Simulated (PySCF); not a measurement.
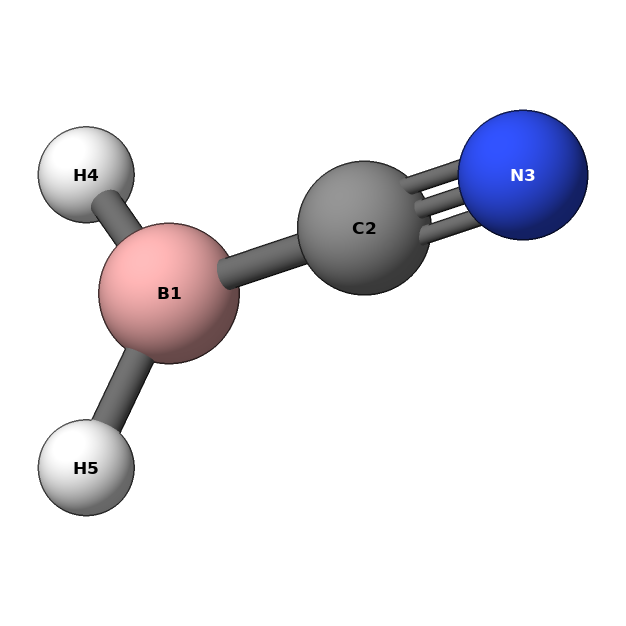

The questions are on Mulliken spin populations. Charge −1, doublet. The computed structure is the end point of a GFN2-xTB optimisation. No frequency run is at hand to confirm it as a minimum. Level of theory: UKS B3LYP, pcH-1 on B C H N, non-relativistic (PySCF 2.14.0).

Question: Which atom carries the largest spin population?

Answer: B1 (0.89 e).

Question: Which atom has the lowest spin population?

Answer: C2 (−0.12 e); a negative value comes from spin polarisation.

List the Mulliken spin populations.

| atom | value (e) |
| --- | --- |
| B1 | 0.89 |
| C2 | −0.12 |
| N3 | 0.34 |
| H4 | −0.05 |
| H5 | −0.05 |

Mulliken values depend strongly on the basis set. The geometry is semi-empirical. Around B such bond lengths and angles can be off by a tenth of an ångström or more and by several degrees, and values that hang on the shape move with them.
